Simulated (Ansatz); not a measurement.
# ClFH: the cost of one run

Computed with Ansatz 0.2.0, Gaussian basis. Level: RKS PBE-D4/def2-SVPD.

Levels: PBE-D4, revPBE-D4, BLYP-D4, r2SCAN-D4, B97M-V, PBE0-D4, B3LYP-D4, HSE06-D4, wB97X-V, wB97M-V, B2PLYP, Hartree-Fock, MP2, CCSD, CCSD(T). The reference is CCSD(T) extrapolated to the basis limit.

Cores are frozen in the correlated methods. B3LYP uses VWN-RPA correlation. B2PLYP carries no dispersion term here.

163 further runs of the same task are left out: 163 set aside as unsound or not needed.

### 1 Starting geometry

The pair, from a GFN2-xTB docking trial: 3 atoms, charge -1, spin multiplicity 1.

Atoms are counted from 1 here; the program's logs count them from 0.

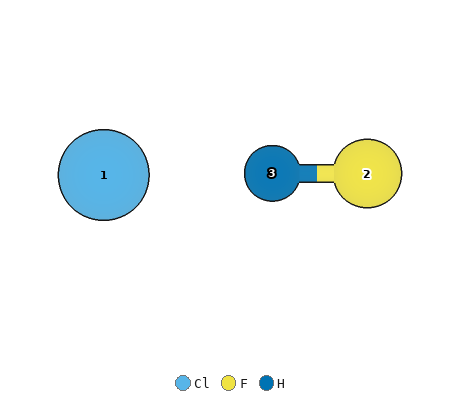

As it starts; colours as in the key; atoms are numbered from 1 in the order of the file.

Geometry (Å):

```tsv
atom	x (Å)	y (Å)	z (Å)
Cl1	-0.13430	-0.03150	-1.51140
F2	0.11590	0.02720	1.25340
H3	0.01840	0.00430	0.25800
```

Atoms 1 to 1 are fragment A (Cl−), the rest fragment B (HF).

### 2 A first relaxation in a small basis

pre/in.yaml reads:

```yaml
crystal:
  periodic: [false, false, false]
  atoms:
    - {symbol: Cl, position_ang: [-0.134300, -0.031500, -1.511400]}
    - {symbol: F, position_ang: [0.115900, 0.027200, 1.253400]}
    - {symbol: H, position_ang: [0.018400, 0.004300, 0.258000]}
basis:
  gaussian: {orbitals: def2-SVPD}
total_charge: -1
hamiltonian: {xc: pbe, dispersion: d4}
relax: {f_tol: 0.03, max_steps: 250}
```

Started as:

```bash
> ansatz run in.yaml --threads 2 --pin off --events-out ev --progress --plain --max-ram 5222MiB
```

**Question.** How long does this run take on 2 threads of Arm Neoverse V2, shared host?

About 2.2 s.
